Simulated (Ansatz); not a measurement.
# H3O+ (singlet): B2PLYP, RKS PBE0, RPA-PBE over a scan of the scale of all distances, 6-31G, part 2 of 2

Ansatz 0.2.0, Gaussian basis; 6-31G, all electrons in the functionals, frozen cores in the correlation of double hybrids and RPA. The steps go on from the part before.

## 14. RPA-PBE, 0.897

The input, in.yaml:

```yaml
crystal:
  periodic: [false, false, false]
  atoms:
    - {symbol: O, position_ang: [0.000141, -0.000094, -0.037605]}
    - {symbol: H, position_ang: [0.844105, 0.012710, 0.202099]}
    - {symbol: H, position_ang: [-0.433740, 0.726051, 0.195546]}
    - {symbol: H, position_ang: [-0.412597, -0.737275, 0.199267]}
basis:
  gaussian: {orbitals: 6-31G}
total_charge: 1
hamiltonian: {xc: {name: PBE}}
correlation: {method: rpa, electrons: outside_noble_gas}
```

Command:

```
$ ansatz run in.yaml --threads 1 --pin off --events-out ev --progress --plain --max-ram 2393MiB
```

The program printed (excerpt; [...] marks lines left out):

```text
Functional definition: PBE
  name "PBE"
  cite "Perdew, Burke & Ernzerhof, Phys. Rev. Lett. 77, 3865 (1996) doi:10.1103/PhysRevLett.77.3865"
  parent pbe
[...]
171 factors; integrals over basis functions are off by at most 4.3e-4 eV
[...]
mean field -2082.85721484 eV, -76.5435908341 hartree, gradient 7.7e-6 eV, S^2 0.000000; 0 other end points of the search recorded, 0 dependent functions left out
1 core orbitals not correlated: weight in the atoms' cores, before any rotation towards them, 1.000 or more for the frozen orbitals, at most 0.000 for the correlated occupied ones
reference -2074.53241500 eV, -76.2376600826 hartree; 4, 4 occupied and 10, 10 virtual orbitals, 171 factors
Total energy: -2079.44576617 eV, -76.4182224077 hartree
```

Wall time 0.3 s (1 thread of Arm Neoverse V1, shared host).

## 15. RPA-PBE, 1.000

The input, in.yaml:

```yaml
crystal:
  periodic: [false, false, false]
  atoms:
    - {symbol: O, position_ang: [0.000157, -0.000104, -0.041923]}
    - {symbol: H, position_ang: [0.941031, 0.014170, 0.225305]}
    - {symbol: H, position_ang: [-0.483545, 0.809421, 0.218000]}
    - {symbol: H, position_ang: [-0.459974, -0.821935, 0.222149]}
basis:
  gaussian: {orbitals: 6-31G}
total_charge: 1
hamiltonian: {xc: {name: PBE}}
correlation: {method: rpa, electrons: outside_noble_gas}
```

Launched as before.

The program printed (excerpt; [...] marks lines left out):

```text
Functional definition: PBE
  name "PBE"
  cite "Perdew, Burke & Ernzerhof, Phys. Rev. Lett. 77, 3865 (1996) doi:10.1103/PhysRevLett.77.3865"
  parent pbe
[...]
171 factors; integrals over basis functions are off by at most 2.9e-4 eV
[...]
mean field -2084.02405560 eV, -76.5864714409 hartree, gradient 4.3e-7 eV, S^2 0.000000; 0 other end points of the search recorded, 0 dependent functions left out
1 core orbitals not correlated: weight in the atoms' cores, before any rotation towards them, 1.000 or more for the frozen orbitals, at most 0.000 for the correlated occupied ones
reference -2075.28601639 eV, -76.2653544228 hartree; 4, 4 occupied and 10, 10 virtual orbitals, 171 factors
Total energy: -2080.63489883 eV, -76.4619222271 hartree
```

It took 0.3 s on 1 thread of Arm Neoverse V1, shared host.

## 16. RPA-PBE, 1.130

The input, in.yaml:

```yaml
crystal:
  periodic: [false, false, false]
  atoms:
    - {symbol: O, position_ang: [0.000177, -0.000118, -0.047373]}
    - {symbol: H, position_ang: [1.063365, 0.016012, 0.254595]}
    - {symbol: H, position_ang: [-0.546406, 0.914646, 0.246340]}
    - {symbol: H, position_ang: [-0.519771, -0.928786, 0.251028]}
basis:
  gaussian: {orbitals: 6-31G}
total_charge: 1
hamiltonian: {xc: {name: PBE}}
correlation: {method: rpa, electrons: outside_noble_gas}
```

Same command.

The program printed (excerpt; [...] marks lines left out):

```text
Functional definition: PBE
  name "PBE"
  cite "Perdew, Burke & Ernzerhof, Phys. Rev. Lett. 77, 3865 (1996) doi:10.1103/PhysRevLett.77.3865"
  parent pbe
[...]
171 factors; integrals over basis functions are off by at most 2.4e-4 eV
[...]
mean field -2083.44322274 eV, -76.5651262272 hartree, gradient 5.5e-7 eV, S^2 0.000000; 0 other end points of the search recorded, 0 dependent functions left out
1 core orbitals not correlated: weight in the atoms' cores, before any rotation towards them, 1.000 or more for the frozen orbitals, at most 0.000 for the correlated occupied ones
reference -2074.16562029 eV, -76.2241806256 hartree; 4, 4 occupied and 10, 10 virtual orbitals, 171 factors
Total energy: -2080.07484045 eV, -76.4413404611 hartree
```

Run time: 0.3 s. Hardware: 1 thread of Arm Neoverse V1, shared host.

From 1.000: +12.9 kcal/mol.

## 17. RPA-PBE, 1.277

The input, in.yaml:

```yaml
crystal:
  periodic: [false, false, false]
  atoms:
    - {symbol: O, position_ang: [0.000200, -0.000133, -0.053535]}
    - {symbol: H, position_ang: [1.201697, 0.018094, 0.287715]}
    - {symbol: H, position_ang: [-0.617487, 1.033631, 0.278386]}
    - {symbol: H, position_ang: [-0.587387, -1.049610, 0.283684]}
basis:
  gaussian: {orbitals: 6-31G}
total_charge: 1
hamiltonian: {xc: {name: PBE}}
correlation: {method: rpa, electrons: outside_noble_gas}
```

The command is unchanged.

The program printed (excerpt; [...] marks lines left out):

```text
Functional definition: PBE
  name "PBE"
  cite "Perdew, Burke & Ernzerhof, Phys. Rev. Lett. 77, 3865 (1996) doi:10.1103/PhysRevLett.77.3865"
  parent pbe
[...]
171 factors; integrals over basis functions are off by at most 2.8e-4 eV
[...]
mean field -2081.65900060 eV, -76.4995572729 hartree, gradient 4.4e-7 eV, S^2 0.000000; 1 other end points of the search recorded, 0 dependent functions left out
1 core orbitals not correlated: weight in the atoms' cores, before any rotation towards them, 1.000 or more for the frozen orbitals, at most 0.000 for the correlated occupied ones
reference -2071.72820420 eV, -76.1346072367 hartree; 4, 4 occupied and 10, 10 virtual orbitals, 171 factors
Total energy: -2078.32905223 eV, -76.3771839276 hartree
```

Wall time 0.36 s (1 thread of Arm Neoverse V1, shared host).

From 1.000: +53.2 kcal/mol.

## 18. RPA-PBE, 1.528

The input, in.yaml:

```yaml
crystal:
  periodic: [false, false, false]
  atoms:
    - {symbol: O, position_ang: [0.000239, -0.000159, -0.064058]}
    - {symbol: H, position_ang: [1.437895, 0.021651, 0.344266]}
    - {symbol: H, position_ang: [-0.738856, 1.236796, 0.333104]}
    - {symbol: H, position_ang: [-0.702840, -1.255916, 0.339443]}
basis:
  gaussian: {orbitals: 6-31G}
total_charge: 1
magnetization: {spin_polarized: true, initial_magnetization: 0}
hamiltonian: {xc: {name: PBE}}
correlation: {method: rpa, electrons: outside_noble_gas}
```

Launched as before.

The program printed (excerpt; [...] marks lines left out):

```text
Functional definition: PBE
  name "PBE"
  cite "Perdew, Burke & Ernzerhof, Phys. Rev. Lett. 77, 3865 (1996) doi:10.1103/PhysRevLett.77.3865"
  parent pbe
[...]
171 factors; integrals over basis functions are off by at most 3.1e-4 eV
[...]
mean field -2078.14383062 eV, -76.3703771588 hartree, gradient 4.7e-6 eV, S^2 0.000000; 0 other end points of the search recorded, 0 dependent functions left out
1 core orbitals not correlated: weight in the atoms' cores, before any rotation towards them, 1.000 or more for the frozen orbitals, at most 0.000 for the correlated occupied ones
reference -2066.92437248 eV, -75.9580696769 hartree; 4, 4 occupied and 10, 10 virtual orbitals, 171 factors
Total energy: -2074.99165958 eV, -76.2545370098 hartree
```

It took 0.45 s on 1 thread of Arm Neoverse V1, shared host.

From the report: ⟨S²⟩ of the determinant 0.000 (pure singlet: 0.00).

From 1.000: +130.1 kcal/mol.

## 19. RPA-PBE, 1.751

The input, in.yaml:

```yaml
crystal:
  periodic: [false, false, false]
  atoms:
    - {symbol: O, position_ang: [0.000274, -0.000183, -0.073407]}
    - {symbol: H, position_ang: [1.647745, 0.024811, 0.394509]}
    - {symbol: H, position_ang: [-0.846687, 1.417297, 0.381718]}
    - {symbol: H, position_ang: [-0.805415, -1.439208, 0.388982]}
basis:
  gaussian: {orbitals: 6-31G}
total_charge: 1
magnetization: {spin_polarized: true, initial_magnetization: 0}
hamiltonian: {xc: {name: PBE}}
correlation: {method: rpa, electrons: outside_noble_gas}
```

Same command.

The program printed (excerpt; [...] marks lines left out):

```text
Functional definition: PBE
  name "PBE"
  cite "Perdew, Burke & Ernzerhof, Phys. Rev. Lett. 77, 3865 (1996) doi:10.1103/PhysRevLett.77.3865"
  parent pbe
[...]
174 factors; integrals over basis functions are off by at most 2.9e-4 eV
[...]
mean field -2075.41348783 eV, -76.2700389119 hartree, gradient 3.3e-6 eV, S^2 0.183814; 7 other end points of the search recorded, 0 dependent functions left out
1 core orbitals not correlated: weight in the atoms' cores, before any rotation towards them, 1.000 or more for the frozen orbitals, at most 0.000 for the correlated occupied ones
reference -2063.26291127 eV, -75.8235134595 hartree; 4, 4 occupied and 10, 10 virtual orbitals, 174 factors
Total energy: -2072.51760217 eV, -76.1636170768 hartree
```

It took 1.5 s on 1 thread of Arm Neoverse V1, shared host.

From the report: ⟨S²⟩ of the determinant 0.184 (pure singlet: 0.00).

From 1.000: +187.2 kcal/mol.

## 20. RPA-PBE, 2.013

The input, in.yaml:

```yaml
crystal:
  periodic: [false, false, false]
  atoms:
    - {symbol: O, position_ang: [0.000315, -0.000210, -0.084390]}
    - {symbol: H, position_ang: [1.894296, 0.028523, 0.453539]}
    - {symbol: H, position_ang: [-0.973376, 1.629365, 0.438834]}
    - {symbol: H, position_ang: [-0.925928, -1.654554, 0.447185]}
basis:
  gaussian: {orbitals: 6-31G}
total_charge: 1
magnetization: {spin_polarized: true, initial_magnetization: 0}
hamiltonian: {xc: {name: PBE}}
correlation: {method: rpa, electrons: outside_noble_gas}
```

Launched as before.

The program printed (excerpt; [...] marks lines left out):

```text
Functional definition: PBE
  name "PBE"
  cite "Perdew, Burke & Ernzerhof, Phys. Rev. Lett. 77, 3865 (1996) doi:10.1103/PhysRevLett.77.3865"
  parent pbe
[...]
171 factors; integrals over basis functions are off by at most 3.4e-4 eV
[...]
mean field -2073.40404352 eV, -76.1961931955 hartree, gradient 1.0e-6 eV, S^2 1.175093; 8 other end points of the search recorded, 0 dependent functions left out
1 core orbitals not correlated: weight in the atoms' cores, before any rotation towards them, 1.000 or more for the frozen orbitals, at most 0.000 for the correlated occupied ones
reference -2062.68826237 eV, -75.8023955018 hartree; 4, 4 occupied and 10, 10 virtual orbitals, 171 factors
Total energy: -2070.54415016 eV, -76.0910940530 hartree
```

It took 2.7 s on 1 thread of Arm Neoverse V1, shared host.

From the report: ⟨S²⟩ of the determinant 1.175 (pure singlet: 0.00). The determinant of RPA-PBE (⟨S²⟩ 1.18) is far from a pure spin state, so its energy mixes those of several spin states; that is harmless only where they are near-degenerate.

From 1.000: +232.7 kcal/mol.

## 21. RPA-PBE, 2.436

The input, in.yaml:

```yaml
crystal:
  periodic: [false, false, false]
  atoms:
    - {symbol: O, position_ang: [0.000382, -0.000254, -0.102124]}
    - {symbol: H, position_ang: [2.292352, 0.034517, 0.548843]}
    - {symbol: H, position_ang: [-1.177915, 1.971751, 0.531048]}
    - {symbol: H, position_ang: [-1.120497, -2.002233, 0.541154]}
basis:
  gaussian: {orbitals: 6-31G}
total_charge: 1
magnetization: {spin_polarized: true, initial_magnetization: 0}
hamiltonian: {xc: {name: PBE}}
correlation: {method: rpa, electrons: outside_noble_gas}
```

Launched as before.

The program printed (excerpt; [...] marks lines left out):

```text
Functional definition: PBE
  name "PBE"
  cite "Perdew, Burke & Ernzerhof, Phys. Rev. Lett. 77, 3865 (1996) doi:10.1103/PhysRevLett.77.3865"
  parent pbe
[...]
180 factors; integrals over basis functions are off by at most 1.8e-4 eV
[...]
mean field -2071.83407280 eV, -76.1384978358 hartree, gradient 1.1e-6 eV, S^2 1.817026; 14 other end points of the search recorded, 0 dependent functions left out
1 core orbitals not correlated: weight in the atoms' cores, before any rotation towards them, 1.000 or more for the frozen orbitals, at most 0.000 for the correlated occupied ones
reference -2061.87869800 eV, -75.7726445598 hartree; 4, 4 occupied and 10, 10 virtual orbitals, 180 factors
Total energy: -2069.30518784 eV, -76.0455630278 hartree
```

Wall time 3.6 s (1 thread of Arm Neoverse V1, shared host).

From the report: ⟨S²⟩ of the determinant 1.817 (pure singlet: 0.00). The determinant of RPA-PBE (⟨S²⟩ 1.82) is far from a pure spin state, so its energy mixes those of several spin states; that is harmless only where they are near-degenerate.

From 1.000: +261.3 kcal/mol.

## 22. Against the wave-function levels

The yardstick is full CI for this spin, exact in this basis with these frozen cores. It comes from earlier runs at the same points. Energies in kcal/mol, counted from 1.000; blanks weren't run or aren't comparable.

```csv
level,0.897,1.000,1.130,1.277,1.528,1.751,2.013,2.436
FCI,25.4,0.0,15.5,59.0,142.8,204.1,254.4,300.0
B2PLYP,24.4,0.0,16.4,60.9,147.0,223.7,268.7,305.6
RKS PBE0,23.7,0.0,17.4,63.2,152.9,224.1,292.6,371.5
RPA-PBE,27.4,0.0,12.9,53.2,130.1,187.2,232.7,261.3
```

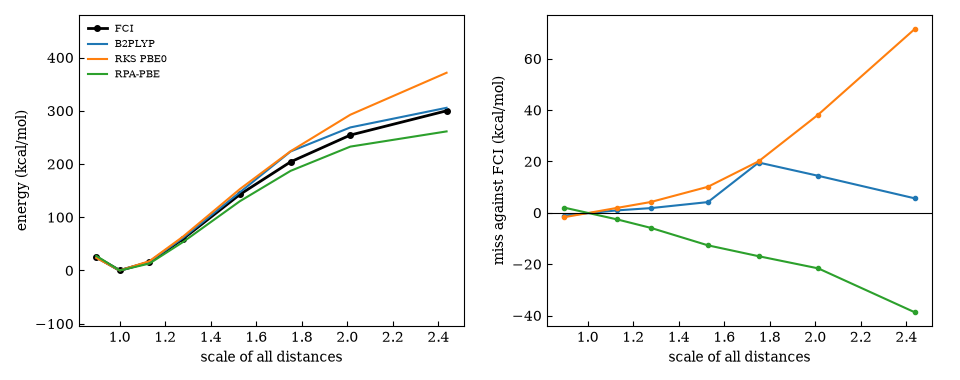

Left: the curves (the axis may cut off levels that run far away). Right: misses against FCI, in the same colours.

Largest miss and mean time a point (FCI took 2.5 s a point; shared hosts):

```csv
level,largest miss (kcal/mol),where,time a point
B2PLYP,+19.6,1.751,1.1 s
RKS PBE0,+71.5,2.436,0.23 s
RPA-PBE,-38.7,2.436,1.2 s
```

## 23. Outcome

The summary covers parts 1 to 2.

| quantity | value |
| --- | --- |
| span of the FCI curve | 300.0 kcal/mol |
| largest miss, B2PLYP | +19.6 kcal/mol (1.751) |
| largest miss, RKS PBE0 | +71.5 kcal/mol (2.436) |
| largest miss, RPA-PBE | -38.7 kcal/mol (2.436) |

In words: Misses are known at 7 of 7 points at best, and only functionals with that many are ranked. Of the functionals, B2PLYP keep the smallest largest miss at the points compared (at most 19.6 kcal/mol) and RKS PBE0 strays most (71.5 kcal/mol, at 2.436). B2PLYP, RPA-PBE clearly break the spin symmetry at some points (⟨S²⟩ up to 2.22 above the pure value), so energy there is bought with a mixed spin. Functionals and the yardstick converge differently with the basis, so part of each miss in 6-31G is the basis.
